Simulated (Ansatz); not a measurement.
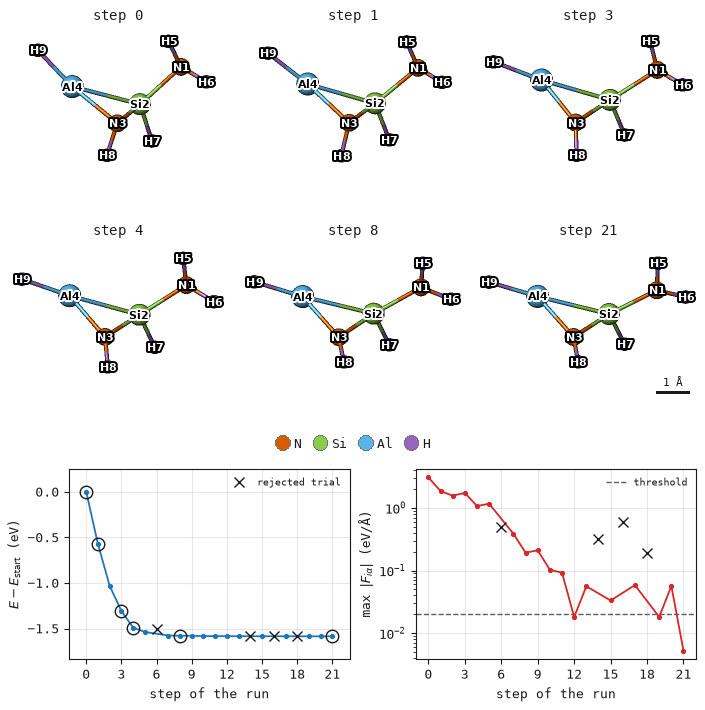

Frames of a relaxation of AlSiN₂H₅, marked on the history of the run. A ball-and-stick model, seen from a free direction.

The run prepares an end point of a later path (hydrogen shift) calculation, from a guessed geometry.

All numbers below come from RKS PBE0/6-31G* (Ansatz 0.2.0).

Input file:
```yaml
crystal:
  periodic: [false, false, false]
  atoms:
    - { symbol: "N", position_ang: [0.0498, 1.7785, -0.0681] }
    - { symbol: Si, position_ang: [0.6598, 0.2191, 0.367] }
    - { symbol: "N", position_ang: [-0.7201, -0.9433, 0.6079] }
    - { symbol: Al, position_ang: [0.1401, -1.5105, -1.0457] }
    - { symbol: H, position_ang: [-0.6188, 1.6725, -0.924] }
    - { symbol: H, position_ang: [-0.6122, 2.1419, 0.708] }
    - { symbol: H, position_ang: [1.6075, 0.2045, 1.5212] }
    - { symbol: H, position_ang: [-0.3331, -1.6202, 1.3304] }
    - { symbol: H, position_ang: [-0.0845, -1.9888, -2.5137] }
basis:
  gaussian: { orbitals: "6-31G*" }
hamiltonian:
  xc: pbe0
relax:
  f_tol: 0.02
  max_steps: 50
```

Launched with:
```bash
ansatz run input.yaml --threads 1 --pin off --max-ram 2048MiB --backend cpu --events-out ev --progress --plain --runs-dir out
```

> Describe the path.

The energy falls by 1.585 eV in 17 accepted moves (21 points after the start). Largest force component: 3.1 eV/Å at the start, 0.0052 eV/Å at the end. The line search rejected the trial steps at points 6, 14, 16, 18 of the run. The forces were under the threshold at step 12, but the run went on from there. H9 moves most after the best rigid fit: 0.78 Å. Largest moves by element: H 0.78 Å, N 0.51 Å, Al 0.28 Å, Si 0.19 Å. Near-neighbour distances that change, for instance: N3–Al4 1.948 → 1.801 Å, N1–H5 1.091 → 1.009 Å, N1–H6 1.083 → 1.009 Å, Si2–N3 1.820 → 1.761 Å. Among the angles between lasting bonds that change: Al4–N3–H8 103.3° → 148.0°, Si2–Al4–H9 147.5° → 177.3°, Si2–N3–H8 102.7° → 130.7°. From step 0 to 1: H9 moves most (0.19 Å), energy −0.574 eV. From step 1 to 3: H9 moves most (0.39 Å), energy −0.734 eV. From step 3 to 4: H atoms move most (0.20 Å), energy −0.181 eV. From step 4 to 8: H6 moves most (0.35 Å), energy −0.089 eV. From step 8 to 21: N1 moves most (0.15 Å), energy −0.007 eV.

```
step  E − E(0), eV  largest force component, eV/Å      note
   0        0.0000                         3.0698          
   1       -0.5739                         1.8568          
   2       -1.0326                         1.5704          
   3       -1.3082                         1.7353          
   4       -1.4895                         1.0716          
   5       -1.5375                         1.1680          
   6       -1.5067                         0.4893  rejected
   7       -1.5761                         0.3864          
   8       -1.5785                         0.1931          
   9       -1.5790                         0.2103          
  10       -1.5826                         0.1028          
  11       -1.5831                         0.0924          
  12       -1.5835                         0.0181          
  13       -1.5839                         0.0561          
  14       -1.5834                         0.3174  rejected
  15       -1.5843                         0.0333          
  16       -1.5797                         0.5972  rejected
  17       -1.5846                         0.0585          
  18       -1.5843                         0.1920  rejected
  19       -1.5851                         0.0182          
  20       -1.5853                         0.0568          
  21       -1.5854                         0.0052
```
